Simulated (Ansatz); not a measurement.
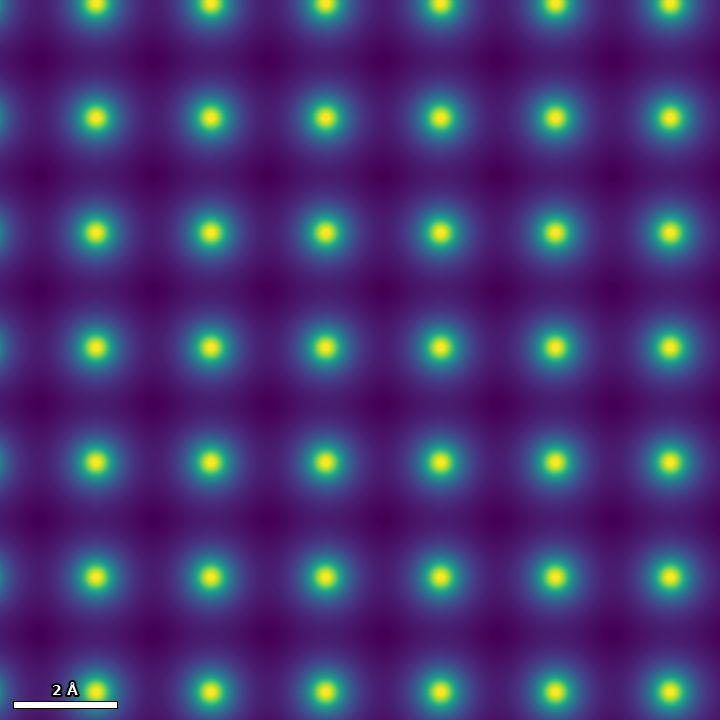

Projected-potential map of a crystal. Computed as the sum of neutral-atom potentials (tabulated electron scattering factors, B = 0.5 Å²) projected along the beam and smoothed by 0.25 Å; brighter is more positive. The display is stretched by a gamma of 0.7; percentages refer to the linear signal.

### Give the net of the columns and its spacings.

The pattern repeats on a square net with a repeat of 2.2 Å.

### What is the plane group of the image?

p4mm: fourfold points with mirror lines through them along the axes and the diagonals.

### How many columns does the smallest repeating cell hold, and how many levels of brightness?

1 column in the primitive cell of 5.0 Å², all of one brightness.

The crystal is Mg$_{2}$ZnN$_{2}$ (I4/mmm, No. 139) seen along [001]. Model: the geometry relaxed with DFT PBE, scalar-relativistic, plane waves, PAW (Ansatz 0.2.0); the starting structure was generated, so it need not be a known form of this composition.
